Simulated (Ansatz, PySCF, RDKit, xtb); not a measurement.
# Which structure has the formula SiH4S?, part 2 of 2

Only the formula SiH4S is given. Aim: find the structure of lowest free energy at 298.15 K, then its properties.

xtb, Ansatz and PySCF; isolated molecules. The steps go on from the part before.

## (13) Frequencies after a tight-binding relaxation (GFN2-xTB)

start.xyz

```xyz
6
c850a
S     -1.085605    -2.274445    -0.594950
Si    -0.989808    -1.583140    -2.614899
H     -1.832235    -2.530977    -3.382434
H     -1.527705    -0.205514    -2.747298
H      0.400673    -1.605771    -3.135335
H     -0.289530    -1.307138    -0.109000
```

Command:

```
xtb start.xyz --gfn 2 --ohess tight
```

The program printed (excerpt; [...] marks lines left out):

```text
* xtb version 6.7.1
[...]
          :  # basis functions                  24          :
[...]
          :  # electrons                        14          :
[...]
          :  Hamiltonian                  GFN2-xTB          :
[...]
          :  net charge                          0          :
          :  unpaired electrons                  0          :
[...]
   *** convergence criteria satisfied after 13 iterations ***
[...]
   *** GEOMETRY OPTIMIZATION CONVERGED AFTER 7 ITERATIONS ***
[...]
   *** convergence criteria satisfied after 3 iterations ***
[...]
         ::                     SUMMARY                     ::
         :::::::::::::::::::::::::::::::::::::::::::::::::::::
         :: total energy              -7.038807127843 Eh    ::
         :: gradient norm              0.000307342670 Eh/a0 ::
         :: HOMO-LUMO gap              4.651855272465 eV    ::
         ::.................................................::
         :: SCC energy                -7.086682102611 Eh    ::
         :: -> isotropic ES            0.019527451061 Eh    ::
         :: -> anisotropic ES          0.001289556198 Eh    ::
         :: -> anisotropic XC          0.002401448759 Eh    ::
         :: -> dispersion             -0.002779164618 Eh    ::
         :: repulsion energy           0.047874974767 Eh    ::
         :: add. restraining           0.000000000000 Eh    ::
         :: total charge               0.000000000000 e     ::
         :::::::::::::::::::::::::::::::::::::::::::::::::::::
[...]
         7        2.0000           -0.3818816             -10.3915 (HOMO)
         8                         -0.2109290              -5.7397 (LUMO)
[...]
     #   Z          covCN         q      C6AA      α(0)
     1  16          1.798    -0.405   158.944    21.220
     2  14          3.636     0.479    98.168    19.004
     3   1          0.921    -0.077     4.817     3.432
     4   1          0.920    -0.078     4.865     3.450
     5   1          0.920    -0.078     4.864     3.449
     6   1          0.923     0.160     1.328     1.802
[...]
          | TOTAL ENERGY               -7.038807127843 Eh   |
          | TOTAL ENTHALPY             -7.000986766149 Eh   |
          | TOTAL FREE ENERGY          -7.032471089232 Eh   |
          | GRADIENT NORM               0.000307361069 Eh/α |
[...]
```

Wall time 0.075 s (2 threads of Arm Neoverse V1, shared host).

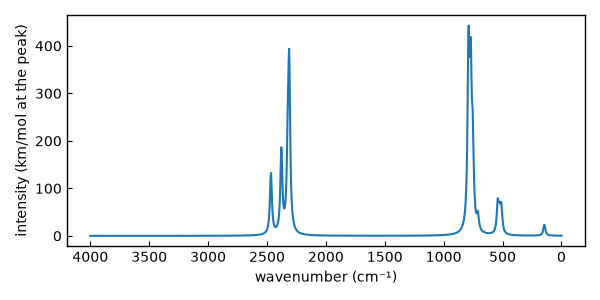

Harmonic infrared spectrum, unscaled, lines broadened by 10 cm⁻¹.

## (14) Electronic excitations (TD-CAM-B3LYP/def2-SVPD)

An in-house driver calls PySCF's response routines at TD-CAM-B3LYP/def2-SVPD; it has no typed input.

The program printed:

```text
coarse grid: 5728 points
cycle   1  E = -689.8132692413  dE = -1.393e-01  |g| = 2.168e-01  |ddm| = 2.335e+00
cycle   2  E = -689.8227575198  dE = -9.488e-03  |g| = 1.593e-01  |ddm| = 5.454e-01
cycle   3  E = -689.8309206896  dE = -8.163e-03  |g| = 1.406e-02  |ddm| = 2.629e-01
cycle   4  E = -689.8310053557  dE = -8.467e-05  |g| = 4.120e-03  |ddm| = 4.519e-02
cycle   5  E = -689.8310118258  dE = -6.470e-06  |g| = 8.519e-04  |ddm| = 9.215e-03
final grid: 45160 points
cycle   6  E = -689.9028358506  dE = -1.765e-06  |g| = 4.613e-04  |ddm| = 1.161e-02
cycle   7  E = -689.9028359147  dE = -6.412e-08  |g| = 2.336e-04  |ddm| = 1.433e-03
cycle   8  E = -689.9028359335  dE = -1.881e-08  |g| = 2.726e-05  |ddm| = 3.338e-04
cycle   9  E = -689.9028359340  dE = -4.758e-10  |g| = 4.028e-06  |ddm| = 8.395e-05
converged SCF energy = -689.9028359340

Static polarisability (au): isotropic 50.443, principal 45.837 46.016 59.476

Singlet excitations
state   eV       nm        f      main configurations
  1   5.9989    206.7   0.01358   H->L 0.73, H->L+1 0.16
  2   6.2332    198.9   0.02227   H->L+1 0.57, H->L 0.24
  3   7.3331    169.1   0.00051   H->L+3 0.79, H->L+5 0.14
  4   7.6260    162.6   0.00069   H->L+2 0.70, H->L+1 0.14, H->L+7 0.11
  5   7.6519    162.0   0.01764   H->L+4 0.85
  6   8.0252    154.5   0.00390   H->L+5 0.48, H->L+3 0.14, H->L+2 0.12
  7   8.0330    154.3   0.08216   H-1->L 0.89
  8   8.1670    151.8   0.01488   H->L+7 0.63, H->L+5 0.22, H->L+2 0.09

Triplet excitations (Tamm-Dancoff, eV): 5.5834 5.8530 7.1421
```

It took 3.3 s on 2 threads of Arm Neoverse V1, shared host.

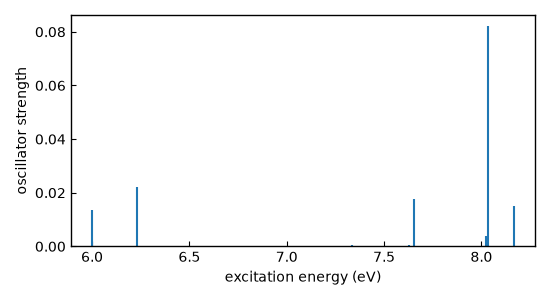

Vertical excitations as sticks.

The roots found:

```tsv
excited state	energy (eV)	strength
1	5.999	0.0136
2	6.233	0.0223
3	7.333	0.0005
4	7.626	0.0007
5	7.652	0.0176
6	8.025	0.0039
7	8.033	0.0822
8	8.167	0.0149
```

## (15) NMR shieldings (GIAO PBE0/pcSseg-1)

An in-house driver calls PySCF's response routines at GIAO PBE0/pcSseg-1; it has no typed input.

The program printed:

```text
coarse grid: 5728 points
cycle   1  E = -689.7810256694  dE = -9.878e-02  |g| = 2.008e-01  |ddm| = 2.080e+00
cycle   2  E = -689.7822341768  dE = -1.209e-03  |g| = 2.027e-01  |ddm| = 5.317e-01
cycle   3  E = -689.7939987584  dE = -1.176e-02  |g| = 1.609e-02  |ddm| = 2.781e-01
cycle   4  E = -689.7940438963  dE = -4.514e-05  |g| = 3.680e-03  |ddm| = 2.170e-02
cycle   5  E = -689.7940479041  dE = -4.008e-06  |g| = 1.472e-03  |ddm| = 6.921e-03
final grid: 45160 points
cycle   6  E = -689.8071194402  dE = -6.734e-06  |g| = 2.940e-03  |ddm| = 1.233e-02
cycle   7  E = -689.8071195620  dE = -1.218e-07  |g| = 2.741e-03  |ddm| = 6.581e-03
cycle   8  E = -689.8071213876  dE = -1.826e-06  |g| = 1.338e-04  |ddm| = 3.396e-03
cycle   9  E = -689.8071213936  dE = -6.030e-09  |g| = 4.912e-05  |ddm| = 2.652e-04
cycle  10  E = -689.8071213944  dE = -7.756e-10  |g| = 8.328e-06  |ddm| = 6.705e-05
converged SCF energy = -689.8071213944

GIAO shielding tensors (ppm)
atom      isotropic    diamagn.    paramagn.     s11        s22        s33       span
  0 S      783.394    1058.123    -274.729    655.802    733.256    961.124    305.322
  1 Si     406.581     878.328    -471.747    356.729    404.530    458.485    101.757
  2 H       26.842      27.005      -0.163     23.681     24.698     32.147      8.466
  3 H       26.726      28.400      -1.674     22.842     24.884     32.451      9.609
  4 H       26.725      27.916      -1.191     22.840     24.884     32.452      9.612
  5 H       31.419      32.758      -1.339     23.142     27.651     43.464     20.322
```

Wall time 2.3 s (2 threads of Arm Neoverse V1, shared host).

Isotropic shieldings, averaged over atoms that the bond graph makes equivalent (absolute, not shifts):

```tsv
atoms	shielding (ppm)
S1	783.4
Si2	406.6
H3, H4, H5	26.76
H6	31.42
```

## (16) The cation at the same geometry (PBE0/def2-TZVPD)

input.yaml

```yaml
crystal:
  periodic: [false, false, false]
  atoms:
    - {symbol: S, position_ang: [-1.085605, -2.274445, -0.594950]}
    - {symbol: Si, position_ang: [-0.989808, -1.583140, -2.614899]}
    - {symbol: H, position_ang: [-1.832235, -2.530977, -3.382434]}
    - {symbol: H, position_ang: [-1.527705, -0.205514, -2.747298]}
    - {symbol: H, position_ang: [0.400673, -1.605771, -3.135335]}
    - {symbol: H, position_ang: [-0.289530, -1.307138, -0.109000]}
basis:
  gaussian:
    orbitals: def2-TZVPD
magnetization:
  spin_polarized: true
  initial_magnetization: 1
hamiltonian:
  xc: pbe0
total_charge: 1
```

Command:

```
ansatz run input.yaml --threads 2 --pin off --max-ram 4350MiB --events-out events.jsonl --progress --plain --runs-dir runs
```

The program printed:

```text
Warning: RAYON_NUM_THREADS=2 ignored (pool sized by the plan → 2); use --threads N
[... 2 set-up lines as earlier in the session ...]
  parameter a = 0.25
  parameter kappa = 0.804
  parameter beta = 0.06672455060314922
  exchange = (1 - a)*pbe_x(kappa = kappa, mu = beta*pi^2/3) + a*exact_x
  correlation = pbe_c(beta = beta)
815 factors; their error is unknown
mean field evaluation 1: about -18761.2476 eV, gradient 1.3e1 eV
mean field evaluation 2: about -18761.8102 eV, gradient 9.4e0 eV
mean field evaluation 4: about -18762.2357 eV, gradient 6.4e-1 eV
mean field evaluation 8: about -18762.2395 eV, gradient 2.4e-2 eV
mean field evaluation 16: about -18762.2696 eV, gradient 9.1e-5 eV
mean field -18762.26962992 eV, -689.5006913764 hartree, gradient 2.1e-5 eV, S^2 0.757172; 0 other end points of the search recorded, 0 dependent functions left out
reference -18762.26965924 eV, -689.5006924539 hartree; 17, 16 occupied and 108, 109 virtual orbitals, 815 factors
Total energy: -18762.26965924 eV, -689.5006924539 hartree
```

It took 2.9 s on 2 threads of Arm Neoverse V1, shared host.

Difference from the parent: 9.84 eV.

## (17) The anion at the same geometry (PBE0/def2-TZVPD)

Edit input.yaml of step 16 so:

```diff
@@ -10,9 +10,6 @@
 basis:
-  gaussian:
-    orbitals: def2-TZVPD
-magnetization:
-  spin_polarized: true
-  initial_magnetization: 1
-hamiltonian:
-  xc: pbe0
-total_charge: 1
+  gaussian: {orbitals: def2-TZVPD}
+total_charge: -1
+magnetization: {spin_polarized: true, initial_magnetization: 1}
+hamiltonian: {xc: pbe0}
+scf: {lower_state_search: "off"}
```

Command:

```
ansatz run input.yaml --threads 2 --pin off --max-ram 4350MiB --events-out events.jsonl --progress --plain --runs-dir runs
```

The program printed (excerpt; [...] marks lines left out):

```text
Warning: RAYON_NUM_THREADS=2 ignored (pool sized by the plan → 2); use --threads N
[... 2 set-up lines as earlier in the session ...]
[...]
815 factors; their error is unknown
[...]
mean field -18771.23271024 eV, -689.8300785027 hartree, gradient 5.3e-6 eV, S^2 0.750700; 0 other end points of the search recorded, 0 dependent functions left out
reference -18771.23275502 eV, -689.8300801483 hartree; 18, 17 occupied and 107, 108 virtual orbitals, 815 factors
Total energy: -18771.23275502 eV, -689.8300801483 hartree
Checks for a lower state left out: stability, starts, cluster_reference, orbital_swaps, neighbouring_geometries, increment
```

Wall time 2.4 s (2 threads of Arm Neoverse V1, shared host).

Parent less the species with the added electron: -0.88 eV. The extra electron isn't bound at this geometry, so the number measures the basis, not the molecule.

## (18) The triplet at the same geometry (PBE0/def2-TZVPD)

Edit input.yaml of step 17 so:

```diff
@@ -10,6 +10,8 @@
 basis:
-  gaussian: {orbitals: def2-TZVPD}
-total_charge: -1
-magnetization: {spin_polarized: true, initial_magnetization: 1}
-hamiltonian: {xc: pbe0}
-scf: {lower_state_search: "off"}
+  gaussian:
+    orbitals: def2-TZVPD
+hamiltonian:
+  xc: pbe0
+magnetization:
+  spin_polarized: true
+  initial_magnetization: 2
```

Command:

```
ansatz run input.yaml --threads 2 --pin off --max-ram 4350MiB --events-out events.jsonl --progress --plain --runs-dir runs
```

The program printed (excerpt; [...] marks lines left out):

```text
Warning: RAYON_NUM_THREADS=2 ignored (pool sized by the plan → 2); use --threads N
[... 7 set-up lines as earlier in the session ...]
815 factors; their error is unknown
mean field evaluation 1: about -18765.0703 eV, gradient 1.2e1 eV
mean field evaluation 2: about -18762.5509 eV, gradient 2.1e1 eV
mean field evaluation 4: about -18766.4200 eV, gradient 1.2e0 eV
mean field evaluation 8: about -18766.5108 eV, gradient 6.5e-1 eV
mean field evaluation 16: about -18766.6388 eV, gradient 1.3e-3 eV
mean field evaluation 32: about -18766.5136 eV, gradient 1.3e0 eV
mean field -18766.63883801 eV, -689.6612568123 hartree, gradient 7.5e-6 eV, S^2 2.006968; 7 other end points of the search recorded, 0 dependent functions left out
reference -18766.63888177 eV, -689.6612584204 hartree; 18, 16 occupied and 107, 109 virtual orbitals, 815 factors
Total energy: -18766.63888177 eV, -689.6612584204 hartree
```

Wall time 6.6 s (2 threads of Arm Neoverse V1, shared host).

It lies 5.47 eV above the singlet.

## (19) Stability of the closed-shell solution (PBE0/def2-SVP)

geometry.xyz

```xyz
6
H4SSi
S     -1.085605    -2.274445    -0.594950
Si    -0.989808    -1.583140    -2.614899
H     -1.832235    -2.530977    -3.382434
H     -1.527705    -0.205514    -2.747298
H      0.400673    -1.605771    -3.135335
H     -0.289530    -1.307138    -0.109000
```

input.py

```python
from pyscf import gto, dft

molecule = gto.M(
    atom='geometry.xyz',
    max_memory=3100,
    basis='def2-svp',
    spin=0,
    verbose=3,
)

mf = dft.RKS(molecule)
mf.xc = 'pbe0'
mf = mf.density_fit(auxbasis='def2-universal-jkfit')
mf.max_cycle = 100
mf.grids.level = 3
mf.kernel()
if not mf.converged:
    mf = mf.newton().run(mf.mo_coeff, mf.mo_occ)

etot = mf.e_tot
print('Final energy', etot)
mo_i, mo_e, stable_i, stable_e = mf.stability(internal=True, external=True, return_status=True)
print('stable: internal', stable_i, 'external', stable_e)
```

Command:

```
OMP_NUM_THREADS=2 python input.py
```

The program printed:

```text
converged SCF energy = -689.618205989086
Final energy -689.6182059890856
<class 'pyscf.df.df_jk.DFRKS'> wavefunction is stable in the internal stability analysis
<class 'pyscf.df.df_jk.DFRKS'> wavefunction is stable in the real -> complex stability analysis
<class 'pyscf.df.df_jk.DFRKS'> wavefunction is stable in the RHF/RKS -> UHF/UKS stability analysis
stable: internal True external True
```

Wall time 15 s (2 threads of Arm Neoverse V1, shared host).

## (20) What came out

This closing draws on all 2 parts.

```
                                                    quantity                                                                  value
                                      lowest structure found                                                   [SiH3]S, singlet, Cs
                                               next finalist                      [SiH2][SH2] ‡, singlet, 50.5 kcal/mol higher in G
                   share at equilibrium, among the finalists                                                                100.0 %
                                                      funnel  8 starts, 3 minima at GFN2-xTB, 5 screening runs, 3 relaxed, 2 ranked
                                        CPU time of all runs                                                                7.6 min
harmonic wavenumbers, lowest and highest (PBE0-D4/def2-TZVP)                                                      190 and 2710 cm⁻¹
                         rotational constants, same geometry                                               2.2, 0.2096, 0.2051 cm⁻¹
                             dipole moment (PBE0/def2-TZVPD)                                                                 1.01 D
                               HOMO energy (PBE0/def2-TZVPD)                                                               -7.55 eV
                               LUMO energy (PBE0/def2-TZVPD)                                                               -0.27 eV
                             HOMO–LUMO gap (PBE0/def2-TZVPD)                                                                7.28 eV
                  lowest excitation (TD-CAM-B3LYP/def2-SVPD)                                                    6.00 eV (f = 0.014)
         lowest triplet excitation, same level, Tamm-Dancoff                                                                5.58 eV
                                  vertical ionisation energy                                                                9.84 eV
                                  vertical electron affinity                     -0.88 eV (unbound: the value depends on the basis)
                               vertical triplet less singlet                                                               +5.47 eV
```

`[SiH3]S` comes out lowest. Among the finalists first place is clear (50.5 kcal/mol); structures outside the list aren't covered. GFN2-xTB, HF/STO-3G, r2SCAN-D4/def2-SVP, PBE0-D4/def2-TZVP, HF/def2-TZVPP and MP2/def2-TZVPP already put its bonding pattern lowest among the structures in one piece. The largest share of the time went into the relaxations (52 %). Lowest found is not proven lowest: the search is finite, and each finalist counts with one conformer. Patterns outside the rules of the enumeration were met only by chance.

‡ marks the bonded skeleton alone, with all bonds drawn single: no Lewis structure was assigned that passes a check against the bond lengths.
